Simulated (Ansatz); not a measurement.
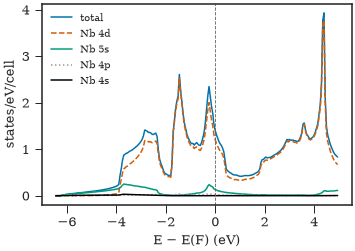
Total and projected density of states of Nb (bcc (W type), space group No. 229), DFT-r²SCAN in the program Ansatz with PAW potentials

Task: Which orbitals carry the states next to the Fermi level?

Result: Within 0.5 eV of the Fermi level: Nb 4d 86 %, Nb 5s 9 %. Projections are on Löwdin-orthogonalised atomic valence shells; empty p or d shells of many metals are not among them.

Task: Where is the tallest occupied peak in this window, and what makes it?

Result: Near -1.4 eV, about 2.6 states/eV per cell; the largest projected share is Nb 4d.

Space group Im-3m (bcc (W type)). The cell was relaxed with r²SCAN under the symmetry of its start. No spin polarisation was allowed. Scalar-relativistic: spin–orbit coupling is off unless named, which matters more the heavier the elements.

Potentials: the later of the program's two PAW sets.
